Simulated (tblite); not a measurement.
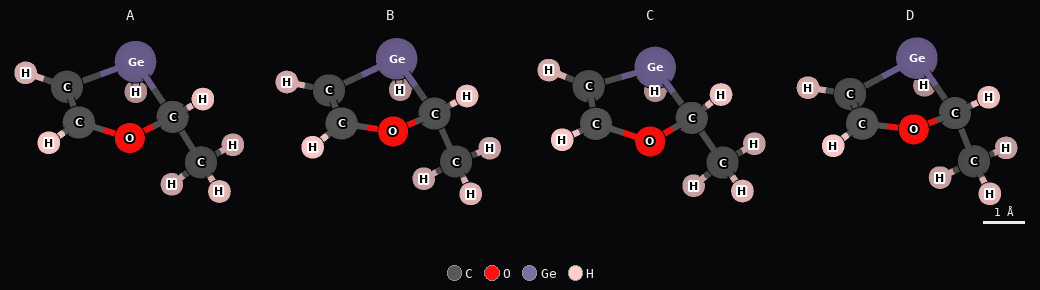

4 geometries from one relaxation of C4H7GeO (multiplicity 2), in shuffled order. The picture is a ball-and-stick view, seen from a free direction.

All numbers below come from GFN2-xTB geometry optimisation, gas phase (tblite 0.8.0). 

### Order the frames from highest to lowest energy.

C, A, B, D. They are steps 0, 16, 26, 69, at +48.4 kJ/mol, +5.68 kJ/mol, +1.66 kJ/mol relative to the last. The energy falls by 48.4 kJ/mol in 69 geometry steps. An H atom moves most after the best rigid fit: 0.47 Å. By element the largest moves are H 0.47 Å, O 0.37 Å, C 0.26 Å, Ge 0.23 Å. Near-neighbour distances that change, for instance: C–Ge 1.939 → 2.072 Å, C–Ge 1.886 → 1.960 Å, C–O 1.414 → 1.347 Å, C–H 1.126 → 1.091 Å. Bond angles that change, for instance: O–C–H 121.0° → 111.4°, C–Ge–H 109.3° → 101.9°, Ge–C–H 109.4° → 116.7°. Cost: 0.56 s on 1 thread of Arm Neoverse N1, with other jobs on the host.
